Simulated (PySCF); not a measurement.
**BN2H7: NMR shifts at several levels of theory**

How much do the NMR shifts of BN2H7 (`N[BH2-][NH3+]`) depend on the level of theory, and what does each level cost?

Computed with PySCF 2.14.0, with density-fitted response routines of our own, on a single molecule in the gas phase. Atoms are numbered from 0 throughout.

## Step 1: The molecule as given

10 atoms, charge 0, multiplicity 1; geometry from: PBE0-D3(BJ)/def2-SVP.

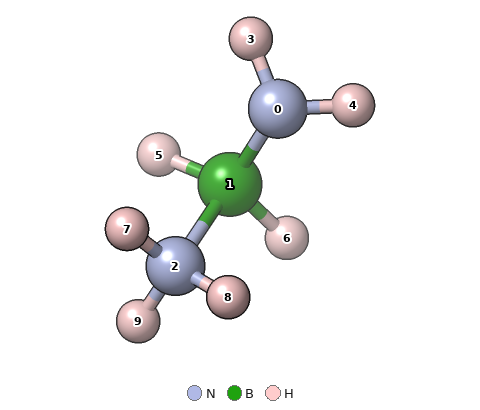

As it starts; nitrogen light blue, boron green, hydrogen pink, atoms numbered.

## Step 2: Shielding tensors: PBE0/pcSseg-2

The job: settings as JSON, then the geometry in Å.

```
{"job": {"kind": "nmr", "xc": "PBE0", "basis": "pcSseg-2", "pop": false}, "charge": 0, "multiplicity": 1}
N     -1.322346    -0.421132    -0.046294
B     -0.181368     0.502507    -0.297882
N      1.171308    -0.264402     0.353824
H     -1.770562    -0.793865    -0.875253
H     -2.044656    -0.070223     0.571792
H      0.142400     0.638080    -1.479157
H     -0.203573     1.566795     0.322831
H      1.276754    -1.182433    -0.079515
H      1.025926    -0.417912     1.352265
H      2.032624     0.267056     0.222027
```

With the program's defaults for keys left out, this is: GIAO PBE0/pcSseg-2 NMR shielding, non-relativistic, gas phase.

Command:

```sh
$ OMP_NUM_THREADS=1 python probes_run.py task.json out
```

This one command runs all jobs of the session in turn.

Log:

```text
coarse grid: 7552 points
cycle   1  E = -138.4161508983  dE =  4.205e-02  |g| = 5.129e-01  |ddm| = 1.827e+00
cycle   2  E = -138.3633384019  dE =  5.281e-02  |g| = 7.156e-01  |ddm| = 1.026e+00
cycle   3  E = -138.4861877371  dE = -1.228e-01  |g| = 7.266e-02  |ddm| = 6.903e-01
cycle   4  E = -138.4872835390  dE = -1.096e-03  |g| = 2.551e-02  |ddm| = 6.180e-02
cycle   5  E = -138.4874422056  dE = -1.587e-04  |g| = 5.579e-03  |ddm| = 2.005e-02
cycle   6  E = -138.4874482334  dE = -6.028e-06  |g| = 2.433e-03  |ddm| = 4.552e-03
final grid: 70800 points
cycle   7  E = -138.4900748506  dE = -6.955e-05  |g| = 9.227e-03  |ddm| = 3.213e-02
cycle   8  E = -138.4900607255  dE =  1.413e-05  |g| = 1.251e-02  |ddm| = 1.207e-02
cycle   9  E = -138.4900925608  dE = -3.184e-05  |g| = 4.083e-04  |ddm| = 7.177e-03
cycle  10  E = -138.4900925776  dE = -1.680e-08  |g| = 3.265e-04  |ddm| = 4.685e-04
cycle  11  E = -138.4900925989  dE = -2.135e-08  |g| = 4.850e-05  |ddm| = 1.908e-04
cycle  12  E = -138.4900925995  dE = -5.246e-10  |g| = 1.208e-05  |ddm| = 5.205e-05
converged SCF energy = -138.4900925995

GIAO shielding tensors (ppm)
atom      isotropic    diamagn.    paramagn.     s11        s22        s33       span
  0 N      238.135     313.997     -75.861    227.739    229.282    257.385     29.646
  1 B      110.529     186.009     -75.480     91.234    118.760    121.593     30.360
  2 N      203.993     310.490    -106.497    183.017    202.583    226.380     43.363
  3 H       30.815      31.227      -0.412     24.160     27.240     41.046     16.886
  4 H       30.844      31.245      -0.401     24.215     27.234     41.083     16.867
  5 H       28.441      29.760      -1.319     24.732     29.390     31.201      6.469
  6 H       28.424      29.730      -1.306     24.758     29.348     31.167      6.409
  7 H       29.257      30.174      -0.917     24.915     25.913     36.942     12.027
  8 H       29.217      30.187      -0.971     24.784     25.893     36.974     12.190
  9 H       28.993      29.212      -0.220     23.523     24.604     38.851     15.328
```

Wall time 11 s (1 thread of Arm Neoverse V2, shared host); peak memory 0.89 GiB.

Shifts follow as δ = σ(reference) − σ, with reference shieldings (ppm) from runs at the same level and on the same kind of geometry: ¹H TMS 31.25, ¹⁵N NH3 261.7, ¹¹B BF3·OEt2 99.1. The references are single molecules in the gas phase, so shifts against H2O, NH3, PH3, H3PO4 or CFCl3 are not on the usual liquid scales and can be off by tens of ppm. Atoms listed in one row are averaged.

```csv
atoms,environment,σ (ppm),δ (ppm)
"H5, H6",hydrogen on a boron bonded to 2 N,28.43,2.81
"H7, H8, H9",hydrogen on a donor nitrogen of a Lewis adduct,29.16,2.09
"H3, H4",hydrogen on a nitrogen bonded to B,30.83,0.42
N2,donor nitrogen of a Lewis adduct,204.0,57.7
N0,"nitrogen bonded to B, 2 H",238.1,23.6
B1,"boron bonded to 2 N, 2 H",110.5,-11.5
```

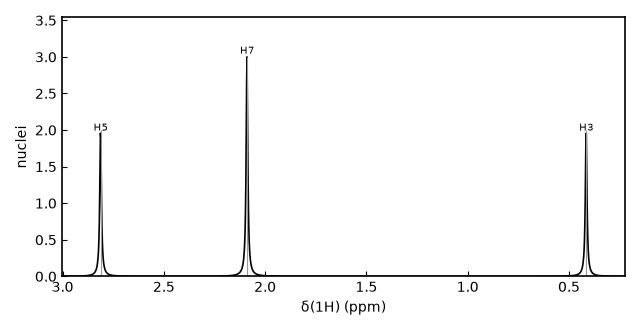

¹H lines at the computed shifts, without couplings. Lines are broadened to a width of 0.01 ppm (Lorentzian).

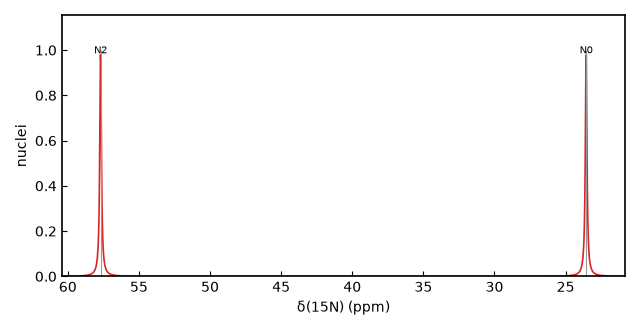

¹⁵N lines at the computed shifts, without couplings. Lines are broadened to a width of 0.14 ppm (Lorentzian).

## Step 3: NMR shieldings: mPW1PW91/pcSseg-2

The job, as its differences from that of step 2:

```diff
@@ -1,2 +1,2 @@
-{"job": {"kind": "nmr", "xc": "PBE0", "basis": "pcSseg-2", "pop": false}, "charge": 0, "multiplicity": 1}
+{"job": {"kind": "nmr", "xc": "mPW1PW91", "basis": "pcSseg-2", "pop": false}, "charge": 0, "multiplicity": 1}
 N     -1.322346    -0.421132    -0.046294
```

Level: GIAO mPW1PW91/pcSseg-2 NMR shielding, non-relativistic, gas phase.

Log:

```text
coarse grid: 7552 points
cycle   1  E = -138.5525796417  dE =  4.262e-02  |g| = 5.201e-01  |ddm| = 1.822e+00
cycle   2  E = -138.4994564635  dE =  5.312e-02  |g| = 7.221e-01  |ddm| = 1.045e+00
cycle   3  E = -138.6238561355  dE = -1.244e-01  |g| = 7.202e-02  |ddm| = 7.175e-01
cycle   4  E = -138.6249267571  dE = -1.071e-03  |g| = 2.590e-02  |ddm| = 6.151e-02
cycle   5  E = -138.6250895196  dE = -1.628e-04  |g| = 5.745e-03  |ddm| = 2.072e-02
cycle   6  E = -138.6250959450  dE = -6.425e-06  |g| = 2.435e-03  |ddm| = 4.601e-03
final grid: 70800 points
cycle   7  E = -138.6277670734  dE = -6.794e-05  |g| = 7.632e-03  |ddm| = 3.499e-02
cycle   8  E = -138.6277579366  dE =  9.137e-06  |g| = 1.025e-02  |ddm| = 9.910e-03
cycle   9  E = -138.6277791465  dE = -2.121e-05  |g| = 3.125e-04  |ddm| = 5.765e-03
cycle  10  E = -138.6277791536  dE = -7.104e-09  |g| = 2.846e-04  |ddm| = 3.946e-04
cycle  11  E = -138.6277791697  dE = -1.613e-08  |g| = 4.348e-05  |ddm| = 1.734e-04
cycle  12  E = -138.6277791701  dE = -4.196e-10  |g| = 9.121e-06  |ddm| = 4.517e-05
converged SCF energy = -138.6277791701

GIAO shielding tensors (ppm)
atom      isotropic    diamagn.    paramagn.     s11        s22        s33       span
  0 N      237.855     313.930     -76.075    227.021    229.829    256.716     29.695
  1 B      110.315     186.250     -75.935     91.032    118.596    121.317     30.285
  2 N      203.551     310.477    -106.926    182.970    202.046    225.638     42.668
  3 H       30.896      31.260      -0.365     24.247     27.357     41.084     16.837
  4 H       30.924      31.278      -0.354     24.301     27.351     41.120     16.819
  5 H       28.517      29.858      -1.341     24.824     29.462     31.264      6.440
  6 H       28.500      29.827      -1.327     24.849     29.421     31.230      6.382
  7 H       29.284      30.157      -0.873     24.950     25.952     36.949     11.999
  8 H       29.245      30.170      -0.925     24.826     25.929     36.980     12.154
  9 H       29.046      29.216      -0.170     23.608     24.659     38.870     15.261
```

Run time: 11 s. Hardware: 1 thread of Arm Neoverse V2, shared host; peak memory 0.89 GiB.

Key values: δ N2 56.9, N0 22.6, B1 -11.2, H5 2.78, H7 2.10 ppm (means over like atoms).

## Step 4: NMR shieldings: WP04/pcSseg-2

The job, as its differences from that of step 3:

```diff
@@ -1,2 +1,2 @@
-{"job": {"kind": "nmr", "xc": "mPW1PW91", "basis": "pcSseg-2", "pop": false}, "charge": 0, "multiplicity": 1}
+{"job": {"kind": "nmr", "xc": "WP04", "basis": "pcSseg-2", "pop": false}, "charge": 0, "multiplicity": 1}
 N     -1.322346    -0.421132    -0.046294
```

Level: GIAO WP04/pcSseg-2 NMR shielding, non-relativistic, gas phase.

Log:

```text
coarse grid: 7552 points
cycle   1  E = -141.9973650778  dE =  4.707e-02  |g| = 8.021e-01  |ddm| = 1.778e+00
cycle   2  E = -141.7016076395  dE =  2.958e-01  |g| = 1.334e+00  |ddm| = 2.066e+00
cycle   3  E = -142.1410687358  dE = -4.395e-01  |g| = 1.473e-01  |ddm| = 1.809e+00
cycle   4  E = -142.1448744651  dE = -3.806e-03  |g| = 7.931e-02  |ddm| = 1.260e-01
cycle   5  E = -142.1461461959  dE = -1.272e-03  |g| = 1.472e-02  |ddm| = 4.360e-02
cycle   6  E = -142.1461942704  dE = -4.807e-05  |g| = 4.243e-03  |ddm| = 1.218e-02
cycle   7  E = -142.1461988368  dE = -4.566e-06  |g| = 6.176e-04  |ddm| = 3.239e-03
final grid: 70800 points
cycle   8  E = -142.1534129136  dE = -1.259e-04  |g| = 8.466e-03  |ddm| = 4.902e-02
cycle   9  E = -142.1533937680  dE =  1.915e-05  |g| = 1.285e-02  |ddm| = 1.128e-02
cycle  10  E = -142.1534275879  dE = -3.382e-05  |g| = 5.644e-04  |ddm| = 7.374e-03
cycle  11  E = -142.1534276030  dE = -1.513e-08  |g| = 5.113e-04  |ddm| = 6.501e-04
cycle  12  E = -142.1534276567  dE = -5.371e-08  |g| = 7.750e-05  |ddm| = 2.807e-04
cycle  13  E = -142.1534276579  dE = -1.164e-09  |g| = 2.165e-05  |ddm| = 6.055e-05
cycle  14  E = -142.1534276580  dE = -1.224e-10  |g| = 2.726e-06  |ddm| = 1.712e-05
converged SCF energy = -142.1534276580

GIAO shielding tensors (ppm)
atom      isotropic    diamagn.    paramagn.     s11        s22        s33       span
  0 N      226.796     314.798     -88.001    212.808    222.777    244.803     31.995
  1 B      102.034     184.815     -82.781     83.088    109.947    113.067     29.979
  2 N      194.160     311.119    -116.958    176.852    192.422    213.207     36.356
  3 H       31.302      31.537      -0.234     24.874     28.203     40.831     15.957
  4 H       31.326      31.552      -0.227     24.921     28.196     40.860     15.939
  5 H       29.314      30.574      -1.260     25.843     30.221     31.878      6.035
  6 H       29.297      30.549      -1.252     25.864     30.181     31.846      5.983
  7 H       29.371      30.188      -0.816     25.253     26.150     36.712     11.459
  8 H       29.346      30.207      -0.861     25.174     26.114     36.749     11.575
  9 H       29.212      29.341      -0.128     24.154     24.938     38.545     14.392
```

Run time: 12 s. Hardware: 1 thread of Arm Neoverse V2, shared host; peak memory 0.89 GiB.

In short: δ N2 50.6, N0 17.9, B1 -7.8, H5 2.31, H7 2.30 ppm (means over like atoms).

## Step 5: Shielding tensors: B97-2/pcSseg-2

The job, as its differences from that of step 4:

```diff
@@ -1,2 +1,2 @@
-{"job": {"kind": "nmr", "xc": "WP04", "basis": "pcSseg-2", "pop": false}, "charge": 0, "multiplicity": 1}
+{"job": {"kind": "nmr", "xc": "B97-2", "basis": "pcSseg-2", "pop": false}, "charge": 0, "multiplicity": 1}
 N     -1.322346    -0.421132    -0.046294
```

Level: GIAO B97-2/pcSseg-2 NMR shielding, non-relativistic, gas phase.

Log:

```text
coarse grid: 7552 points
cycle   1  E = -138.5356987626  dE =  3.497e-02  |g| = 5.272e-01  |ddm| = 1.831e+00
cycle   2  E = -138.4667091028  dE =  6.899e-02  |g| = 7.657e-01  |ddm| = 1.133e+00
cycle   3  E = -138.6091323848  dE = -1.424e-01  |g| = 7.618e-02  |ddm| = 8.078e-01
cycle   4  E = -138.6103485359  dE = -1.216e-03  |g| = 2.834e-02  |ddm| = 6.704e-02
cycle   5  E = -138.6105406790  dE = -1.921e-04  |g| = 6.733e-03  |ddm| = 2.242e-02
cycle   6  E = -138.6105498580  dE = -9.179e-06  |g| = 2.595e-03  |ddm| = 5.331e-03
final grid: 70800 points
cycle   7  E = -138.6110205452  dE = -8.739e-05  |g| = 4.107e-03  |ddm| = 3.687e-02
cycle   8  E = -138.6110185805  dE =  1.965e-06  |g| = 5.189e-03  |ddm| = 5.599e-03
cycle   9  E = -138.6110242489  dE = -5.668e-06  |g| = 2.988e-04  |ddm| = 3.069e-03
cycle  10  E = -138.6110242639  dE = -1.498e-08  |g| = 1.546e-04  |ddm| = 2.946e-04
cycle  11  E = -138.6110242695  dE = -5.558e-09  |g| = 4.211e-05  |ddm| = 1.307e-04
cycle  12  E = -138.6110242698  dE = -3.265e-10  |g| = 1.680e-05  |ddm| = 3.257e-05
converged SCF energy = -138.6110242698

GIAO shielding tensors (ppm)
atom      isotropic    diamagn.    paramagn.     s11        s22        s33       span
  0 N      237.224     314.263     -77.039    225.788    229.320    256.566     30.778
  1 B      110.652     186.410     -75.758     91.773    118.996    121.188     29.415
  2 N      203.528     310.566    -107.038    183.680    202.054    224.852     41.172
  3 H       30.954      31.337      -0.382     24.360     27.450     41.052     16.692
  4 H       30.982      31.356      -0.374     24.414     27.445     41.088     16.675
  5 H       28.607      29.993      -1.386     24.932     29.555     31.335      6.404
  6 H       28.590      29.965      -1.375     24.956     29.514     31.300      6.344
  7 H       29.354      30.242      -0.888     25.078     26.032     36.952     11.875
  8 H       29.316      30.254      -0.938     24.953     26.010     36.986     12.032
  9 H       29.087      29.220      -0.134     23.701     24.735     38.825     15.124
```

It took 11 s on 1 thread of Arm Neoverse V2, shared host; peak memory 0.89 GiB.

This run: δ N2 56.1, N0 22.4, B1 -10.5, H5 2.76, H7 2.11 ppm (means over like atoms).

## Step 6: Shielding tensors: BHandHLYP/pcSseg-2

The job, as its differences from that of step 5:

```diff
@@ -1,2 +1,2 @@
-{"job": {"kind": "nmr", "xc": "B97-2", "basis": "pcSseg-2", "pop": false}, "charge": 0, "multiplicity": 1}
+{"job": {"kind": "nmr", "xc": "BHandHLYP", "basis": "pcSseg-2", "pop": false}, "charge": 0, "multiplicity": 1}
 N     -1.322346    -0.421132    -0.046294
```

With the program's defaults for keys left out, this is: GIAO BHandHLYP/pcSseg-2 NMR shielding, non-relativistic, gas phase.

Log:

```text
coarse grid: 7552 points
cycle   1  E = -138.5166488767  dE =  6.948e-02  |g| = 4.454e-01  |ddm| = 1.816e+00
cycle   2  E = -138.5289909919  dE = -1.234e-02  |g| = 4.312e-01  |ddm| = 6.242e-01
cycle   3  E = -138.5705146262  dE = -4.152e-02  |g| = 5.006e-02  |ddm| = 3.211e-01
cycle   4  E = -138.5710185862  dE = -5.040e-04  |g| = 1.681e-02  |ddm| = 3.928e-02
cycle   5  E = -138.5710905644  dE = -7.198e-05  |g| = 2.507e-03  |ddm| = 1.312e-02
cycle   6  E = -138.5710921443  dE = -1.580e-06  |g| = 1.085e-03  |ddm| = 2.972e-03
final grid: 70800 points
cycle   7  E = -138.5752408891  dE = -3.066e-05  |g| = 3.893e-03  |ddm| = 2.187e-02
cycle   8  E = -138.5752410587  dE = -1.696e-07  |g| = 3.892e-03  |ddm| = 4.135e-03
cycle   9  E = -138.5752439929  dE = -2.934e-06  |g| = 1.881e-04  |ddm| = 2.071e-03
cycle  10  E = -138.5752440051  dE = -1.222e-08  |g| = 1.315e-04  |ddm| = 3.154e-04
cycle  11  E = -138.5752440090  dE = -3.904e-09  |g| = 2.527e-05  |ddm| = 8.705e-05
cycle  12  E = -138.5752440092  dE = -2.295e-10  |g| = 1.023e-05  |ddm| = 3.332e-05
converged SCF energy = -138.5752440092

GIAO shielding tensors (ppm)
atom      isotropic    diamagn.    paramagn.     s11        s22        s33       span
  0 N      239.826     313.602     -73.776    228.466    232.678    258.334     29.868
  1 B      111.984     182.746     -70.762     93.957    119.899    122.096     28.138
  2 N      203.976     309.005    -105.030    182.686    202.560    226.681     43.995
  3 H       31.039      31.464      -0.425     24.311     27.450     41.354     17.043
  4 H       31.065      31.482      -0.417     24.363     27.445     41.388     17.025
  5 H       28.786      29.681      -0.895     25.131     29.619     31.609      6.478
  6 H       28.770      29.652      -0.882     25.156     29.576     31.578      6.422
  7 H       29.273      30.195      -0.922     24.873     25.893     37.053     12.180
  8 H       29.241      30.216      -0.975     24.783     25.854     37.087     12.303
  9 H       29.154      29.309      -0.155     23.755     24.672     39.035     15.280
```

Run time: 11 s. Hardware: 1 thread of Arm Neoverse V2, shared host; peak memory 0.89 GiB.

Key values: δ N2 55.8, N0 20.0, B1 -8.4, H5 2.67, H7 2.23 ppm (means over like atoms).

## Step 7: Shielding tensors: CAM-B3LYP/pcSseg-2

The job, as its differences from that of step 6:

```diff
@@ -1,2 +1,2 @@
-{"job": {"kind": "nmr", "xc": "BHandHLYP", "basis": "pcSseg-2", "pop": false}, "charge": 0, "multiplicity": 1}
+{"job": {"kind": "nmr", "xc": "CAM-B3LYP", "basis": "pcSseg-2", "pop": false}, "charge": 0, "multiplicity": 1}
 N     -1.322346    -0.421132    -0.046294
```

Level: GIAO CAM-B3LYP/pcSseg-2 NMR shielding, non-relativistic, gas phase.

Log:

```text
coarse grid: 7552 points
cycle   1  E = -138.5250624087  dE =  7.736e-02  |g| = 4.826e-01  |ddm| = 1.820e+00
cycle   2  E = -138.5265753886  dE = -1.513e-03  |g| = 5.286e-01  |ddm| = 6.971e-01
cycle   3  E = -138.5864467125  dE = -5.987e-02  |g| = 4.923e-02  |ddm| = 3.623e-01
cycle   4  E = -138.5869397510  dE = -4.930e-04  |g| = 1.787e-02  |ddm| = 4.135e-02
cycle   5  E = -138.5870180215  dE = -7.827e-05  |g| = 3.638e-03  |ddm| = 1.486e-02
cycle   6  E = -138.5870208170  dE = -2.796e-06  |g| = 1.827e-03  |ddm| = 3.652e-03
final grid: 70800 points
cycle   7  E = -138.5934215283  dE = -5.089e-05  |g| = 5.787e-03  |ddm| = 2.127e-02
cycle   8  E = -138.5934204337  dE =  1.095e-06  |g| = 6.355e-03  |ddm| = 5.782e-03
cycle   9  E = -138.5934280376  dE = -7.604e-06  |g| = 2.289e-04  |ddm| = 3.114e-03
cycle  10  E = -138.5934280518  dE = -1.420e-08  |g| = 1.834e-04  |ddm| = 3.831e-04
cycle  11  E = -138.5934280590  dE = -7.253e-09  |g| = 3.556e-05  |ddm| = 1.251e-04
cycle  12  E = -138.5934280594  dE = -4.271e-10  |g| = 1.382e-05  |ddm| = 4.890e-05
converged SCF energy = -138.5934280594

GIAO shielding tensors (ppm)
atom      isotropic    diamagn.    paramagn.     s11        s22        s33       span
  0 N      238.698     312.261     -73.563    227.161    230.493    258.440     31.279
  1 B      108.941     182.556     -73.615     89.686    116.898    120.239     30.552
  2 N      201.523     307.919    -106.396    179.134    200.004    225.432     46.298
  3 H       30.892      31.328      -0.436     24.280     27.324     41.073     16.793
  4 H       30.921      31.343      -0.422     24.334     27.320     41.108     16.774
  5 H       28.564      29.489      -0.925     24.909     29.488     31.294      6.385
  6 H       28.547      29.458      -0.911     24.936     29.446     31.260      6.324
  7 H       29.284      30.143      -0.859     25.049     25.981     36.822     11.773
  8 H       29.247      30.166      -0.920     24.933     25.953     36.853     11.920
  9 H       29.071      29.407      -0.336     23.704     24.702     38.805     15.101
```

It took 15 s on 1 thread of Arm Neoverse V2, shared host; peak memory 0.93 GiB.

Key values: δ N2 60.3, N0 23.1, B1 -11.1, H5 2.78, H7 2.14 ppm (means over like atoms).

## Step 8: Nuclear shieldings: wB97X-D/pcSseg-2

The job, as its differences from that of step 7:

```diff
@@ -1,2 +1,2 @@
-{"job": {"kind": "nmr", "xc": "CAM-B3LYP", "basis": "pcSseg-2", "pop": false}, "charge": 0, "multiplicity": 1}
+{"job": {"kind": "nmr", "xc": "wB97X-D", "basis": "pcSseg-2", "pop": false}, "charge": 0, "multiplicity": 1}
 N     -1.322346    -0.421132    -0.046294
```

Level: GIAO wB97X-D/pcSseg-2 NMR shielding, non-relativistic, gas phase.

Log:

```text
coarse grid: 7552 points
cycle   1  E = -138.5546656801  dE =  8.373e-02  |g| = 4.729e-01  |ddm| = 1.819e+00
cycle   2  E = -138.5741507058  dE = -1.949e-02  |g| = 4.458e-01  |ddm| = 5.581e-01
cycle   3  E = -138.6148675443  dE = -4.072e-02  |g| = 4.288e-02  |ddm| = 2.510e-01
cycle   4  E = -138.6153064561  dE = -4.389e-04  |g| = 1.570e-02  |ddm| = 3.809e-02
cycle   5  E = -138.6153702848  dE = -6.383e-05  |g| = 3.493e-03  |ddm| = 1.523e-02
cycle   6  E = -138.6153741471  dE = -3.862e-06  |g| = 1.537e-03  |ddm| = 5.037e-03
final grid: 70800 points
cycle   7  E = -138.6200458557  dE = -1.263e-04  |g| = 9.641e-03  |ddm| = 3.153e-02
cycle   8  E = -138.6200473683  dE = -1.513e-06  |g| = 9.657e-03  |ddm| = 8.498e-03
cycle   9  E = -138.6200645745  dE = -1.721e-05  |g| = 3.840e-04  |ddm| = 4.309e-03
cycle  10  E = -138.6200646219  dE = -4.746e-08  |g| = 2.618e-04  |ddm| = 5.900e-04
cycle  11  E = -138.6200646389  dE = -1.694e-08  |g| = 6.135e-05  |ddm| = 2.082e-04
cycle  12  E = -138.6200646404  dE = -1.512e-09  |g| = 2.640e-05  |ddm| = 8.198e-05
cycle  13  E = -138.6200646407  dE = -3.251e-10  |g| = 4.441e-06  |ddm| = 4.613e-05
converged SCF energy = -138.6200646407

GIAO shielding tensors (ppm)
atom      isotropic    diamagn.    paramagn.     s11        s22        s33       span
  0 N      240.792     314.026     -73.234    229.133    234.821    258.421     29.289
  1 B      111.557     184.968     -73.411     92.084    119.715    122.872     30.789
  2 N      203.764     309.968    -106.203    182.505    202.150    226.638     44.132
  3 H       30.994      31.368      -0.374     24.306     27.420     41.256     16.950
  4 H       31.021      31.384      -0.363     24.359     27.415     41.290     16.931
  5 H       28.587      29.820      -1.233     24.923     29.495     31.344      6.421
  6 H       28.571      29.789      -1.218     24.948     29.453     31.311      6.364
  7 H       29.294      30.203      -0.909     24.967     25.988     36.928     11.962
  8 H       29.258      30.212      -0.954     24.862     25.956     36.956     12.094
  9 H       29.146      29.178      -0.032     23.745     24.732     38.960     15.215
```

Run time: 15 s. Hardware: 1 thread of Arm Neoverse V2, shared host; peak memory 0.91 GiB.

This run: δ N2 56.3, N0 19.3, B1 -11.6, H5 2.78, H7 2.12 ppm (means over like atoms).

[end of part 1 of 2]
